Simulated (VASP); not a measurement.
# Nb3Sb under strain, part 4 of 4

Aim: follow the pressure of Nb3Sb through compression, expansion and shear. All runs use r2SCAN. Left out of this account: 1 further run (fields: a reference on another mesh). The start is a cell from a database of measured crystal structures.

VASP 6.6.1; r2SCAN; plane waves and PAW (Nb_sv, Sb).

Still holding for the runs below: Spin-orbit coupling is off here; with elements this heavy it splits and shifts levels by tenths of an eV or more.

So far, pressure (GPa): step 2 (bands, cell as listed) 1.21; step 3 (cell volume +4.0 %) -5.53; step 4 (cell volume +8.0 %) -11.0; step 5 (bands, sheared, principal strains -2.1, +0.8, +1.3 %) 1.35; step 6 (cell volume -4.0 %) 9.52.

## 7. Bands, volume times 0.92

The cell is scaled evenly once more. A prediction first. A parabola through the 4 pressures of evenly scaled cells so far, P = 1.23 -187.6 t +373 t² GPa with t = ln(V/V₁) and V₁ the volume at scale 1, gives 19.46 GPa at t = -0.0834.

INCAR reads:

```
SYSTEM = Nb3Sb
PREC = Accurate
ENCUT = 400
EDIFF = 1E-06
NELM = 100
ISMEAR = -1
SIGMA = 0.05
LREAL = .FALSE.
ALGO = Normal
METAGGA = R2SCAN
LASPH = .TRUE.
NBANDS = 66
LORBIT = 11
LWAVE = .FALSE.
LCHARG = .FALSE.
KPAR = 8
```

POSCAR reads:

```
Nb3Sb
1.0
    5.1199993579      0.0000000000      0.0000000000
    0.0000000000      5.1199993579      0.0000000000
    0.0000000000      0.0000000000      5.1199993579
Nb Sb
6 2
Direct
    0.2500000000      0.0000000000      0.5000000000
    0.5000000000      0.7500000000      0.0000000000
    0.7500000000      0.0000000000      0.5000000000
    0.5000000000      0.2500000000      0.0000000000
    0.0000000000      0.5000000000      0.7500000000
    0.0000000000      0.5000000000      0.2500000000
    0.0000000000      0.0000000000      0.0000000000
    0.5000000000      0.5000000000      0.5000000000
```

KPOINTS reads:

```
Automatic mesh
0
Gamma
6 6 6
0 0 0
```

KPOINTS_OPT reads:

```
Line mode
12
Line-mode
Reciprocal
  0.00000000   0.00000000   0.00000000 GAMMA
  0.00000000   0.50000000   0.00000000 X

  0.00000000   0.50000000   0.00000000 X
  0.50000000   0.50000000   0.00000000 M

  0.50000000   0.50000000   0.00000000 M
  0.00000000   0.00000000   0.00000000 GAMMA

  0.00000000   0.00000000   0.00000000 GAMMA
  0.50000000   0.50000000   0.50000000 R

  0.50000000   0.50000000   0.50000000 R
  0.00000000   0.50000000   0.00000000 X

  0.50000000   0.50000000   0.00000000 M
  0.50000000   0.50000000   0.50000000 R
```

Potentials, in the order of the species: Nb_sv and Sb (PBE family, release 64).

Launch:

```bash
$ mpirun -np 8 vasp_std
```

The program printed:

```text
[... set-up lines as in an earlier step ...]
 entering main loop
       N       E                     dE             d eps       ncg     rms          rms(c)
DAV:   1     0.806021632390E+03    0.80602E+03   -0.40629E+04  2696   0.116E+03
DAV:   2    -0.154551397826E+03   -0.96057E+03   -0.92646E+03  3276   0.496E+02
DAV:   3    -0.234410671983E+03   -0.79859E+02   -0.77476E+02  4296   0.101E+02
DAV:   4    -0.241605200516E+03   -0.71945E+01   -0.70531E+01  4536   0.273E+01
DAV:   5    -0.242081201598E+03   -0.47600E+00   -0.47486E+00  4168   0.693E+00    0.294E+01
DAV:   6    -0.202482990926E+03    0.39598E+02   -0.17854E+01  3976   0.236E+01    0.648E+00
DAV:   7    -0.202545784816E+03   -0.62794E-01   -0.10358E+00  3736   0.490E+00    0.295E+00
DAV:   8    -0.202603079052E+03   -0.57294E-01   -0.31313E-01  4152   0.272E+00    0.139E+00
DAV:   9    -0.202609574372E+03   -0.64953E-02   -0.34161E-02  4176   0.857E-01    0.705E-01
DAV:  10    -0.202612342928E+03   -0.27686E-02   -0.32747E-03  3328   0.305E-01    0.179E-01
DAV:  11    -0.202612379188E+03   -0.36260E-04   -0.85230E-04  3816   0.129E-01    0.204E-02
DAV:  12    -0.202612380612E+03   -0.14243E-05   -0.66517E-05  3992   0.456E-02    0.194E-02
DAV:  13    -0.202612370496E+03    0.10116E-04   -0.57753E-06  3392   0.112E-02    0.520E-03
DAV:  14    -0.202612369403E+03    0.10925E-05   -0.36365E-07  1800   0.365E-03    0.232E-03
DAV:  15    -0.202612369711E+03   -0.30753E-06   -0.20066E-07  1696   0.235E-03
   1 F= -.20261237E+03 E0= -.20260289E+03  d E =-.189654E-01
 Start KPOINTS_OPT (optional k-point list driver)
k-point batch [1-20\72]
       N       E                     dE             ncg
DAV:   1     0.570627520638E+04   -0.15817E+05     2712
DAV:   2    -0.141618365785E+05   -0.19868E+05     3186
DAV:   3    -0.157663475348E+05   -0.16045E+04     4192
DAV:   4    -0.158950586494E+05   -0.12871E+03     4552
DAV:   5    -0.159017178724E+05   -0.66592E+01     4192
DAV:   6    -0.159020155256E+05   -0.29765E+00     4464
DAV:   7    -0.159020339150E+05   -0.18389E-01     4200
DAV:   8    -0.159020351545E+05   -0.12396E-02     4078
DAV:   9    -0.159020352504E+05   -0.95893E-04     3344
DAV:  10    -0.159020352581E+05   -0.76691E-05     2796
DAV:  11    -0.159020352588E+05   -0.70284E-06     2064
[...]
k-point batch [61-72\72]
       N       E                     dE             ncg
DAV:   1     0.170596332067E+05   -0.22383E+05     1600
DAV:   2     0.501902862542E+04   -0.12041E+05     1898
DAV:   3     0.408025334965E+04   -0.93878E+03     2408
DAV:   4     0.398822350360E+04   -0.92030E+02     2624
DAV:   5     0.398311406112E+04   -0.51094E+01     2600
DAV:   6     0.398293267316E+04   -0.18139E+00     2496
DAV:   7     0.398292119407E+04   -0.11479E-01     2632
DAV:   8     0.398292031805E+04   -0.87603E-03     2272
DAV:   9     0.398292026243E+04   -0.55620E-04     1984
DAV:  10     0.398292025791E+04   -0.45225E-05     1416
DAV:  11     0.398292025746E+04   -0.45141E-06     1208
```

It took 2.9 min on 8 MPI ranks of AMD EPYC 9R45, shared host; peak memory 2.8 GiB; 23 min of CPU time.

Parts of OUTCAR (step 7):

```text
   ENCUT  =  400.0 eV  29.40 Ry    5.42 a.u.   8.35  8.35  8.35*2*pi/ulx,y,z

   NELECT =      88.0000    total number of electrons

 E-fermi :  13.1211

 k-point     1 :       0.0000    0.0000    0.0000
  band No.  band energies     occupation
    ...
     40      12.0921      2.00000
     41      12.0921      2.00000
     42      12.0921      2.00000
     43      12.8909      1.98021
     44      12.8909      1.98021
     45      14.8295      0.00000
     46      15.8381      0.00000
     47      15.8381      0.00000
     48      15.8381      0.00000
     49      17.0144      0.00000
    ...

  Total       16.5514001     16.5514001     16.5514001      0.0000000      0.0000000      0.0000000
  in kB      197.5766425    197.5766425    197.5766425      0.0000000      0.0000000      0.0000000
  external PRESSURE =     197.5766425 kB  Pullay stress =       0.0000000 kB

 POSITION                                       TOTAL-FORCE (eV/Angst)
 -----------------------------------------------------------------------------------
      1.28000      0.00000      2.56000        -0.000000     -0.000000     -0.000000
      2.56000      3.84000      0.00000        -0.000000      0.000000     -0.000000
      3.84000      0.00000      2.56000         0.000000      0.000000      0.000000
      2.56000      1.28000      0.00000         0.000000      0.000000      0.000000
      0.00000      2.56000      3.84000         0.000000      0.000000     -0.000000
      0.00000      2.56000      1.28000        -0.000000      0.000000      0.000000
      0.00000      0.00000      0.00000        -0.000000      0.000000     -0.000000
      2.56000      2.56000      2.56000        -0.000000      0.000000     -0.000000
 -----------------------------------------------------------------------------------
    total drift:                                0.000000      0.000000     -0.000000

  FREE ENERGIE OF THE ION-ELECTRON SYSTEM (eV)
  ---------------------------------------------------
  free  energy   TOTEN  =      -202.6123697107 eV

  energy  without entropy=     -202.5934043188  energy(sigma->0) =     -202.60288701

[... 5 parts as in an earlier step ...]

[... 11 further parts left out ...]
```

This step gave:

```yaml
scf_cycles: 15
free_energy_toten: -202.6124 eV
energy_at_zero_smearing: -202.6029 eV
fermi_energy: 13.12 eV
pressure: 19.76 GPa
```

The electronic bands at the labelled points (eV, zero at the Fermi level; # counts the bands kept, so #1 is VASP's band 27):

```csv
point,#15,#16,#17,#18,#19,#20,#21,#22
Γ,-1.03,-1.03,-0.23,-0.23,1.71,2.72,2.72,2.72
X,-1.35,-1.35,-0.59,-0.59,1.66,1.66,2.36,2.36
M,-0.20,-0.08,-0.08,0.33,0.52,0.52,0.54,0.54
Γ,-1.03,-1.03,-0.23,-0.23,1.71,2.72,2.72,2.72
R,-0.31,-0.31,-0.08,-0.08,-0.08,-0.08,-0.08,-0.08
X,-1.35,-1.35,-0.59,-0.59,1.66,1.66,2.36,2.36
jump to M,-0.20,-0.08,-0.08,0.33,0.52,0.52,0.54,0.54
R,-0.31,-0.31,-0.08,-0.08,-0.08,-0.08,-0.08,-0.08
```

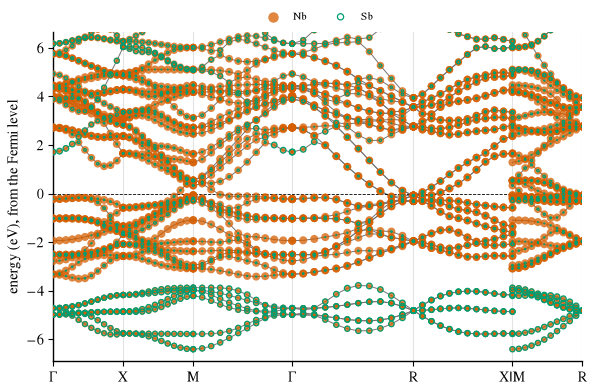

Electronic bands along the path; dots are coloured as in the legend, and their area grows with the weight.

 The pressure is 19.76 GPa. The parabola predicted 19.46 GPa, -0.30 GPa off.

## 8. Bands, atoms displaced by up to 0.03 Å

The atoms are moved off their sites at random, as a crude picture of disorder.

INCAR is that of step 7.

POSCAR reads:

```
Nb3Sb
1.0
    5.2643000000      0.0000000000      0.0000000000
    0.0000000000      5.2643000000      0.0000000000
    0.0000000000      0.0000000000      5.2643000000
Nb Sb
6 2
Direct
    0.2518350000      0.0023110000      0.4977400000
    0.4993750000      0.7554000000      0.0007320000
    0.7509810000      0.0009080000      0.5001680000
    0.5020240000      0.2525240000     -0.0030340000
   -0.0003020000      0.4977200000      0.7481050000
    0.0028730000      0.4982430000      0.2471330000
    0.0004920000      0.0024290000      0.0001110000
    0.5009210000      0.4988560000      0.4992990000
```

KPOINTS is that of step 7.

KPOINTS_OPT is that of step 7.

Launch:

```bash
$ mpirun -np 8 vasp_std
```

The program printed:

```text
[... set-up lines as in an earlier step ...]
 entering main loop
       N       E                     dE             d eps       ncg     rms          rms(c)
DAV:   1     0.789899322123E+03    0.78990E+03   -0.40509E+04 15064   0.115E+03
DAV:   2    -0.156044520370E+03   -0.94594E+03   -0.91256E+03 18474   0.489E+02
DAV:   3    -0.235245380881E+03   -0.79201E+02   -0.76854E+02 23982   0.997E+01
DAV:   4    -0.242517950642E+03   -0.72726E+01   -0.71243E+01 25768   0.274E+01
DAV:   5    -0.243030208289E+03   -0.51226E+00   -0.51110E+00 23680   0.702E+00    0.261E+01
DAV:   6    -0.203202508146E+03    0.39828E+02   -0.19048E+01 22632   0.241E+01    0.565E+00
DAV:   7    -0.203277542956E+03   -0.75035E-01   -0.11714E+00 20928   0.503E+00    0.288E+00
DAV:   8    -0.203343226951E+03   -0.65684E-01   -0.34095E-01 22576   0.292E+00    0.133E+00
DAV:   9    -0.203349125780E+03   -0.58988E-02   -0.49107E-02 24792   0.135E+00    0.840E-01
DAV:  10    -0.203351177321E+03   -0.20515E-02   -0.10673E-02 21120   0.669E-01    0.342E-01
DAV:  11    -0.203352151346E+03   -0.97403E-03   -0.28528E-03 20512   0.328E-01    0.105E-01
DAV:  12    -0.203352077328E+03    0.74018E-04   -0.66755E-04 23424   0.177E-01    0.581E-02
DAV:  13    -0.203352107978E+03   -0.30650E-04   -0.14794E-04 19024   0.679E-02    0.114E-02
DAV:  14    -0.203352103714E+03    0.42641E-05   -0.16024E-05 24296   0.204E-02    0.626E-03
DAV:  15    -0.203352098660E+03    0.50535E-05   -0.12926E-06 10280   0.760E-03    0.443E-03
DAV:  16    -0.203352098666E+03   -0.56043E-08   -0.33731E-07  9416   0.338E-03
   1 F= -.20335210E+03 E0= -.20334169E+03  d E =-.208202E-01
 Start KPOINTS_OPT (optional k-point list driver)
k-point batch [1-72\72]
       N       E                     dE             ncg
DAV:   1     0.188761161360E+05   -0.92714E+05     9696
DAV:   2    -0.512818786534E+05   -0.70158E+05    11534
DAV:   3    -0.569026069178E+05   -0.56207E+04    14904
DAV:   4    -0.574001030319E+05   -0.49750E+03    16184
DAV:   5    -0.574266542756E+05   -0.26551E+02    15044
DAV:   6    -0.574276548676E+05   -0.10006E+01    16144
DAV:   7    -0.574277139992E+05   -0.59132E-01    15516
DAV:   8    -0.574277177239E+05   -0.37247E-02    13936
DAV:   9    -0.574277180374E+05   -0.31355E-03    12152
DAV:  10    -0.574277180630E+05   -0.25563E-04     9032
DAV:  11    -0.574277180655E+05   -0.25320E-05     7432
DAV:  12    -0.574277180661E+05   -0.54942E-06     6704
```

The job ended after 5.9 min (8 MPI ranks; peak memory 7.4 GiB; 47 min of CPU time).

OUTCAR, selected parts (step 8):

```text
   NELECT =      88.0000    total number of electrons

 E-fermi :  11.8993

 k-point     1 :       0.0000    0.0000    0.0000
  band No.  band energies     occupation
    ...
     40      10.9492      2.00000
     41      10.9596      2.00000
     42      10.9641      2.00000
     43      11.6617      1.98287
     44      11.6941      1.96752
     45      13.0652      0.00000
     46      14.3816      0.00000
     47      14.3986      0.00000
     48      14.4156      0.00000
     49      15.3011      0.00000
    ...

  Total        1.1963027      1.2042057      1.0322787     -0.0375090     -0.1256799      0.1720618
  in kB       13.1380158     13.2248077     11.3366739     -0.4119307     -1.3802396      1.8896145
  external PRESSURE =      12.5664991 kB  Pullay stress =       0.0000000 kB

 POSITION                                       TOTAL-FORCE (eV/Angst)
 -----------------------------------------------------------------------------------
      1.32573      0.01217      2.62025        -0.071625     -0.117206      0.065566
      2.62886      3.97665      0.00385         0.072581     -0.294580     -0.079006
      3.95339      0.00478      2.63303         0.038663     -0.052358     -0.046804
      2.64280      1.32936      5.24833        -0.049713      0.038194      0.080490
      5.26271      2.62015      3.93825         0.057869      0.230331     -0.005916
      0.01512      2.62290      1.30098        -0.081820      0.207896      0.103125
      0.00259      0.01279      0.00058         0.015725     -0.208603     -0.078139
      2.63700      2.62613      2.62846         0.018319      0.196325     -0.039316
 -----------------------------------------------------------------------------------
    total drift:                                0.000567      0.000942     -0.000916

  FREE ENERGIE OF THE ION-ELECTRON SYSTEM (eV)
  ---------------------------------------------------
  free  energy   TOTEN  =      -203.3520986661 eV

  energy  without entropy=     -203.3312784793  energy(sigma->0) =     -203.34168857

[... 5 parts as in an earlier step ...]

[... 12 further parts left out ...]
```

Numbers from this step:

| Property | Result |
| --- | --- |
| SCF cycles | 16 |
| irreducible k-points | 112 |
| symmetry operations | 1 |
| free energy (TOTEN) | -203.3521 eV |
| energy at zero smearing | -203.3417 eV |
| Fermi energy | 11.90 eV |
| pressure | 1.257 GPa |

Electronic bands along the path, in eV, zero at the Fermi level; # counts the bands kept, so #1 is VASP's band 27:

```
    point    #15    #16    #17    #18    #19    #20    #21    #22
        Γ  -0.94  -0.94  -0.24  -0.21   1.17   2.48   2.50   2.52
        X  -1.23  -1.17  -0.66  -0.65   1.39   1.46   2.18   2.23
        M  -0.23   0.00   0.04   0.37   0.40   0.43   0.53   0.61
        Γ  -0.94  -0.94  -0.24  -0.21   1.17   2.48   2.50   2.52
        R  -0.24  -0.23  -0.19  -0.17  -0.15  -0.14  -0.13  -0.11
        X  -1.23  -1.17  -0.66  -0.65   1.39   1.46   2.18   2.23
jump to M  -0.23   0.00   0.04   0.37   0.40   0.43   0.53   0.61
        R  -0.24  -0.23  -0.19  -0.17  -0.15  -0.14  -0.13  -0.11
```

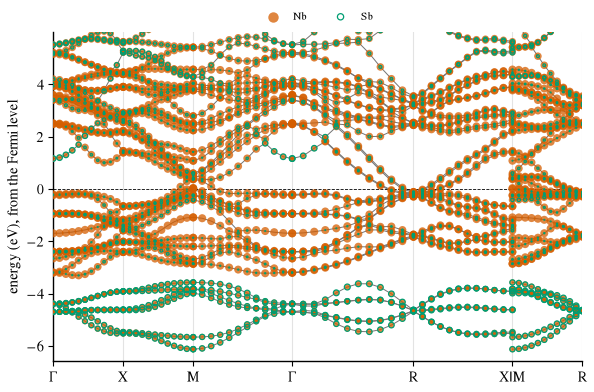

Electronic bands along the path; dots are coloured as in the legend, and their area grows with the weight.

Force by atom:

```
atom  x (eV/Å)  y (eV/Å)  z (eV/Å)   size
 Nb1    -0.072    -0.117     0.066  0.152
 Nb2     0.073    -0.295    -0.079  0.314
 Nb3     0.039    -0.052    -0.047  0.080
 Nb4    -0.050     0.038     0.080  0.102
 Nb5     0.058     0.230    -0.006  0.238
 Nb6    -0.082     0.208     0.103  0.246
 Sb7     0.016    -0.209    -0.078  0.223
 Sb8     0.018     0.196    -0.039  0.201
```

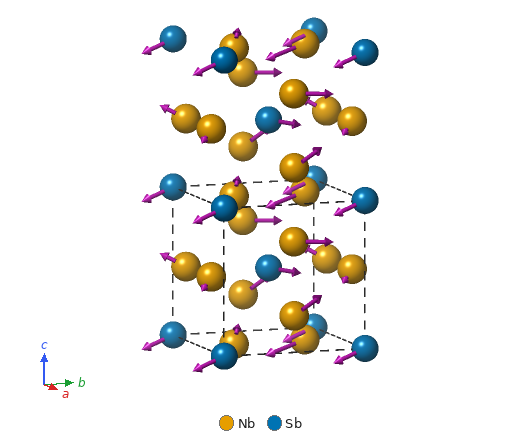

Force as arrows, the longest 0.314 eV/Å. 1×1×2 cells are drawn. Some periodic images of atoms are drawn too.

 The pressure is 1.26 GPa, and the symmetry operations fall from 48 to 1.

## 9. The runs together

| cell | mesh | pressure (GPa) | gap (eV) |
| --- | --- | --- | --- |
| cell as listed | 6×6×6 | 1.21 | none |
| volume times 1.04 | 6×6×6 | -5.53 | none |
| volume times 1.08 | 6×6×6 | -11.00 | none |
| sheared, principal strains -2.1, +0.8, +1.3 % | 6×6×6 | 1.35 | none |
| volume times 0.96 | 6×6×6 | 9.52 | none |
| volume times 0.92 | 6×6×6 | 19.76 | none |
| atoms displaced by up to 0.03 Å | 6×6×6 | 1.26 | none |

## 10. Outcome

| Property | Result |
| --- | --- |
| pressure, cell as listed | 1.21 GPa |
| pressure, volume times 1.04 | -5.53 GPa |
| pressure, volume times 1.08 | -11.0 GPa |
| pressure, sheared, principal strains -2.1, +0.8, +1.3 % | 1.35 GPa |
| pressure, volume times 0.96 | 9.52 GPa |
| pressure, volume times 0.92 | 19.8 GPa |
| pressure, atoms displaced by up to 0.03 Å | 1.26 GPa |
| bulk modulus at the listed volume, shape and positions held | 189 GPa |

**Reading.** The slope of pressure against ln V at the listed volume gives a bulk modulus of 189 GPa at fixed shape and positions. Spin-orbit coupling is left out, and with elements this heavy it would split and shift bands near the Fermi level.

[Lines on the potential files, build, host, timing and source positions are cut from VASP's logs without a mark.]

[Logs are printed without paths, hosts, clocks, repeated set-up lines and the standing remarks that a program may print on its own settings, such as how far it seeks lower states.]

[Hosts, paths, dates, database ids (printed as entryN), source tags and the programs' standing remarks are cut or masked in the printed files.]

[A measured line is paired with the nearest computed mode of its activity, which favours agreement.]
